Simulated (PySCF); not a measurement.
## Electronic structure of C5H10N2Si2 (SMILES [SiH3]N[SiH2]c1ccccn1) in real space

Input file:

```
{"job": {"kind": "nmr", "xc": "PBE0", "basis": "pcSseg-1"}, "charge": 0, "multiplicity": 1}
Si     3.609599    -0.812683    -0.983606
N      1.939273    -0.436325    -0.740656
Si     1.212953     0.809792     0.197125
C     -0.633148     0.403622     0.188788
C     -1.590950     1.258519     0.723930
C     -2.924676     0.890693     0.702116
C     -3.266219    -0.330647     0.142166
C     -2.246204    -1.116817    -0.371274
N     -0.973940    -0.764628    -0.350123
H      3.683400    -1.590650    -2.220713
H      4.157331    -1.591560     0.134796
H      4.320696     0.460548    -1.083912
H      1.275415    -1.135576    -1.042394
H      1.701869     0.839414     1.583660
H      1.440198     2.126290    -0.413651
H     -1.279982     2.200660     1.149696
H     -3.685536     1.540998     1.111274
H     -4.292364    -0.663373     0.103178
H     -2.457518    -2.079028    -0.822699
```

Run with:

```sh
OMP_NUM_THREADS=1 python probes_run.py task.json out
```

Geometry: GFN2-xTB.

All numbers below come from PBE0/pcSseg-1, SCF density, gas phase, non-relativistic (PySCF 2.14.0).

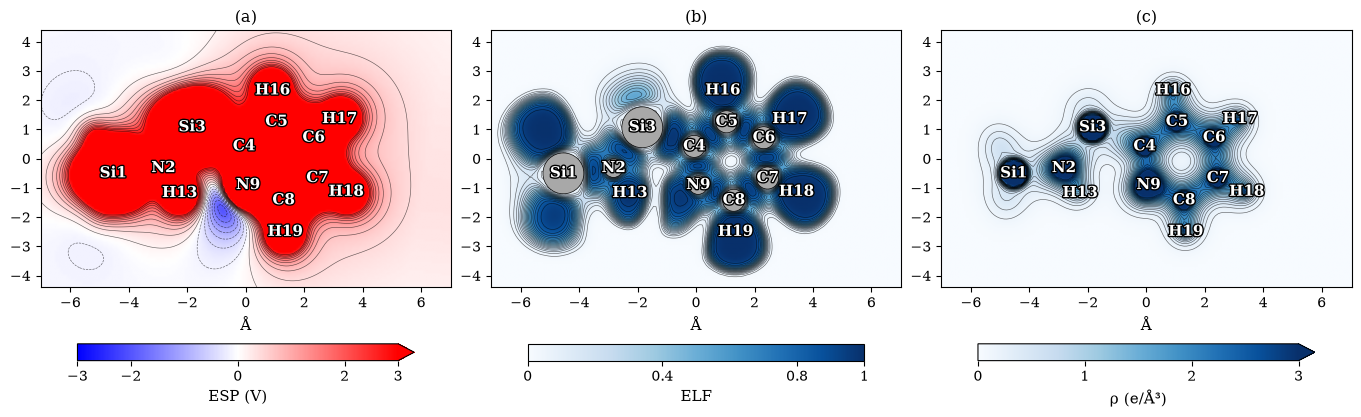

Figure 1. (a) molecular electrostatic potential; (b) ELF; (c) total electron density on the plane of atoms C4, C5 and C6. Grey discs cover the atomic cores in the ELF map.

### Describe what can be read from this map.

- The section cuts through Si, N, C and H sites.
- C–N (1.32 Å): ρ is about 2.5 e/Å³ halfway; the ELF peaks at about 0.90 between the atoms; localised, covalent bonding.
- C–C (1.38 Å): the density is about 2.1 e/Å³ at the midpoint; the ELF peaks at about 0.95 between the atoms; localised, covalent bonding.
- Si–N (1.72 Å): the density is about 1.1 e/Å³ at the midpoint; the ELF peaks at about 0.90 between the atoms: a shared but strongly polarised pair.
- C–Si (1.89 Å): ρ is about 0.95 e/Å³ halfway; the ELF peaks at about 1 between the atoms: localised, covalent bonding.
- N–H (1.01 Å): ρ is about 2.8 e/Å³ halfway; the ELF climbs to about 1 towards the hydrogen, as it does in any bond to H; a covalent bond by its length.
- The ELF also peaks beside N9, away from the bonds: lone-pair regions.
- Outside the dense part of the molecule the potential is most negative (−2.0 V) near N9.

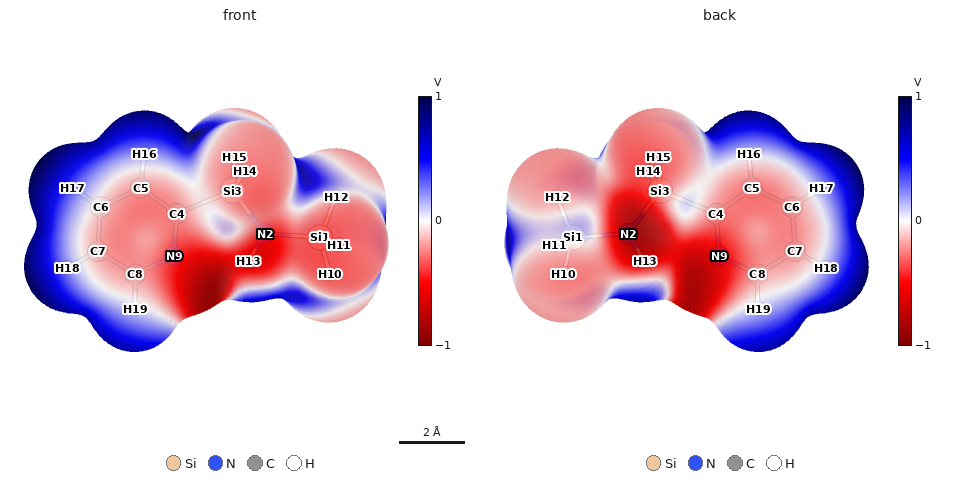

Figure 2. The molecular electrostatic potential painted on the density surface at 0.001 e/bohr³, seen from the front and from behind; the colour scale runs from red (negative) to blue (positive).

### Which sites attract a positive test charge, and which a negative one?

A positive charge is drawn to the negative regions and a negative charge to the positive ones. The most negative region (about −0.9 V) lies over N2 and N9, the most positive (about +1.0 V) over Si3, H17 and H18.

### What dipole moment does the calculation give?

Its dipole moment is 2.76 D.
